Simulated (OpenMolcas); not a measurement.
**singlet C2H3Cl2Si+: levels of theory compared**

Aim: a comparison of 6 runs (B3LYP/6-31G*, M06-2X/def2-SVP, M06-L/def2-SVP, PBE/def2-SVP, PBE0/def2-SVP, MP2/def2-SVP) of singlet C2H3Cl2Si+. 

The calculation is run with OpenMolcas 26.06.

1 further run of the same task is left out (it didn't finish).

### 1 The molecule

The species is C2H3Cl2Si+ (8 atoms), meant as a singlet with charge +1. As SMILES of the parent species, `[H]/[C]=C/[SiH](Cl)Cl`. The shape is that of a PBE0-D4/def2-TZVP optimisation. This is one conformer, not always the lowest. That shape belongs to the parent species and isn't relaxed for this state.

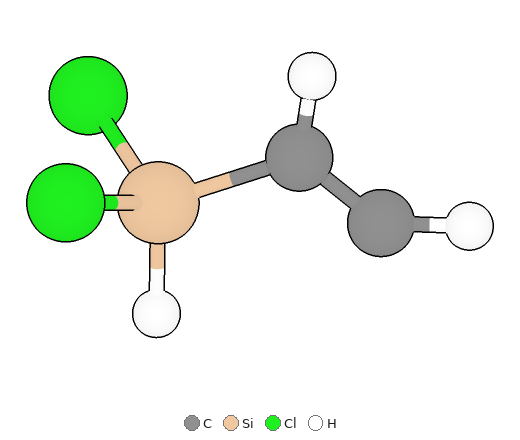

Viewed from a chosen angle; carbon grey, silicon light orange, chlorine green, hydrogen white.

### 2 A single-point energy at B3LYP/6-31G(d) (Cartesian functions) (run 1)

test.input reads:

```
&GATEWAY
 BasLib=$CurrDir
 Coord
 8
 angstrom
 C       -0.467200       1.549800       0.659300
 C       -0.193600       0.279100       0.737900
 Si       0.301600      -0.635800      -0.791100
 Cl      -1.013100      -2.166600      -1.130900
 Cl       2.164100      -1.443500      -0.534600
 H       -0.772500       2.376400       1.285600
 H       -0.249600      -0.262100       1.689000
 H        0.322500       0.245600      -1.971100
 Basis=6-31Gs
 Group=NoSym

&SEWARD
 GridInput
 Grid=UltraFine
 End of Grid

&SCF
 Charge=1
 KSDFT=B3LYP
 Thresholds=1e-10 1e-07 1e-07 1e-05
 PrOrbitals=0
```

The basis set 6-31G* is read from a file made from the Basis Set Exchange's data (not shown).

Launch:

```bash
export MOLCAS_MEM=1860
pymolcas test.input > test.log
```

Output:

```text
--- Start Module: gateway ---
[...]
--- Stop Module: gateway /rc=_RC_ALL_IS_WELL_ ---
--- Start Module: seward ---
[...]
      Basis functions           93
--- Stop Module: seward /rc=_RC_ALL_IS_WELL_ ---
[...]
--- Start Module: scf ---
[...]
       Convergence after  26 Iterations
[...]
::    Total KS-DFT energy                           -1287.5615556784
[...]
      Total spin, S                                     0.0000000000
[...]
      Total electronic charge=   62.000000
      Total            charge=    1.000000
[...]
      Dipole Moment (debye):
      Origin of the operator (angstrom)=    0.3206   -0.9581   -0.5010
                   X= -2.7503E+00               Y=  8.1649E+00               Z=  4.7613E+00           Total=  9.8437E+00
      Center of Charge (angstrom)
[...]
--- Stop Module: scf /rc=_RC_ALL_IS_WELL_ ---
[...]
```

Wall time 29 s (1 thread of Intel Xeon 6975P-C (Granite Rapids), shared host); peak memory 0.51 GiB.

### 3 A single-point energy at M06-2X/def2-SVP (run 2)

struct.xyz reads:

```xyz
8

C     -0.467200     1.549800     0.659300
C     -0.193600     0.279100     0.737900
Si     0.301600    -0.635800    -0.791100
Cl    -1.013100    -2.166600    -1.130900
Cl     2.164100    -1.443500    -0.534600
H     -0.772500     2.376400     1.285600
H     -0.249600    -0.262100     1.689000
H      0.322500     0.245600    -1.971100
```

job.inp reads:

```
>>> EXPORT MOLCAS_PRINT=2
&GATEWAY
BASLIB=$CurrDir
COORD=struct.xyz
BASIS=def2-SVP
GROUP=NoSym
&SEWARD
GRIDINPUT
Grid=UltraFine
End of Grid
&SCF
CHARGE=1
KSDFT=M062X
THRESHOLDS=1e-10 1e-07 1e-07 1e-05
PRORBITALS=1 1
```

The basis set def2-SVP is read from a file made from the Basis Set Exchange's data (not shown).

Launch:

```bash
export MOLCAS_MEM=1860
pymolcas job.inp > job.log
```

Output:

```text
--- Start Module: gateway ---
[...]
--- Stop Module: gateway /rc=_RC_ALL_IS_WELL_ ---
--- Start Module: seward ---
[...]
      Basis functions           97
--- Stop Module: seward /rc=_RC_ALL_IS_WELL_ ---
[...]
--- Start Module: scf ---
[...]
       Convergence after  18 Iterations
[...]
::    Total KS-DFT energy                           -1287.0489557334
[...]
      Total spin, S                                     0.0000000000
[...]
      Total electronic charge=   62.000000
      Total            charge=    1.000000
[...]
      Dipole Moment (debye):
      Origin of the operator (angstrom)=    0.3206   -0.9581   -0.5010
                   X= -2.8331E+00               Y=  8.4547E+00               Z=  4.8518E+00           Total=  1.0151E+01
      Center of Charge (angstrom)
[...]
--- Stop Module: scf /rc=_RC_ALL_IS_WELL_ ---
[...]
```

Run time: 31 s. Hardware: 1 thread of Intel Xeon 6975P-C (Granite Rapids), shared host; peak memory 0.54 GiB.

Runs 3 to 5 aren't shown in full; the table further down has their settings and results.

### 4 The energy at MP2/def2-SVP (run 6)

calc.inp reads:

```
* C2H3Cl2Si MP2

&GATEWAY
 BasLib
 $CurrDir
 Coord
 8
 angstrom
 C       -0.467200       1.549800       0.659300
 C       -0.193600       0.279100       0.737900
 Si       0.301600      -0.635800      -0.791100
 Cl      -1.013100      -2.166600      -1.130900
 Cl       2.164100      -1.443500      -0.534600
 H       -0.772500       2.376400       1.285600
 H       -0.249600      -0.262100       1.689000
 H        0.322500       0.245600      -1.971100
 Basis
 def2-SVP
 Group
 NoSym

&SEWARD

&SCF
 Charge
 1
 Thresholds
 1e-10 1e-07 1e-07 1e-05
 PrOrbitals
 1 2

&MBPT2
 Frozen
 17
```

The basis set def2-SVP is read from a file made from the Basis Set Exchange's data (not shown).

Launch:

```bash
export MOLCAS_MEM=1860
pymolcas calc.inp > calc.log
```

Output:

```text
--- Start Module: gateway ---
[...]
--- Stop Module: gateway /rc=_RC_ALL_IS_WELL_ ---
[...]
      Basis functions           97
[...]
--- Start Module: scf ---
[...]
       Convergence after  18 Iterations
[...]
::    Total SCF energy                              -1284.6611330545
[...]
      Total spin, S                                     0.0000000000
[...]
      Total electronic charge=   62.000000
      Total            charge=    1.000000
[...]
      Dipole Moment (debye):
      Origin of the operator (angstrom)=    0.3206   -0.9581   -0.5010
                   X= -3.1266E+00               Y=  9.4181E+00               Z=  5.2482E+00           Total=  1.1226E+01
      Center of Charge (angstrom)
[...]
--- Stop Module: scf /rc=_RC_ALL_IS_WELL_ ---
[...]
--- Start Module: mbpt2 ---
[...]
WARNING!
Default frozen orbitals as non valence orbitals is overwritten by user input.
Default values:  14
[...]
       Reference weight ( Cref**2 )         =        0.81357
::    Total MBPT2 energy                            -1285.2514777455
[...]
      Total MBPT2 calculations                           0.28      0.32
--- Stop Module: mbpt2 /rc=_RC_ALL_IS_WELL_ ---
[...]
```

Wall time 8.1 s (1 thread of Intel Xeon 6975P-C (Granite Rapids), shared host); peak memory 0.54 GiB.

### 5 Overview of the runs

```tsv
run	level	Cartesian functions	integration grid	energy (Eh)	HOMO energy (eV)	LUMO energy (eV)	HOMO–LUMO gap (eV)	wall time
1	B3LYP/6-31G* (Cartesian functions)	yes	UltraFine	-1287.561556	-13.36	-11.52	1.84	29 s
2	M06-2X/def2-SVP	no	UltraFine	-1287.048956	-14.85	-10.37	4.48	31 s
3	M06-L/def2-SVP	no	UltraFine	-1287.132856	-12.76	-11.99	0.77	44 s
4	PBE/def2-SVP	no	UltraFine	-1286.507401	-12.43	-11.92	0.50	33 s
5	PBE0/def2-SVP	no	UltraFine	-1286.609276	-13.64	-11.35	2.29	26 s
6	MP2/def2-SVP	no	–	-1285.251478	-16.65	-7.32	9.33	8.1 s
```

### 6 Summary of results

| quantity | value |
| --- | --- |
| run 6: total energy | -1285.25148 Eh |
| run 6: HOMO energy (Hartree–Fock orbitals) | -16.65 eV |
| run 6: LUMO energy (Hartree–Fock orbitals) | -7.32 eV |
| run 6: HOMO–LUMO gap (Hartree–Fock orbitals) | 9.33 eV |
| run 6: correlation energy (17 core orbitals frozen) | -590.3 mEh |

Over runs 1, 2, 3, 4, 5 the HOMO–LUMO gap runs from 0.50 eV (PBE/def2-SVP) to 4.48 eV (M06-2X/def2-SVP). Totals of different functionals can't be ranked against each other. All runs together took 2.8 min, the longest 44 s.
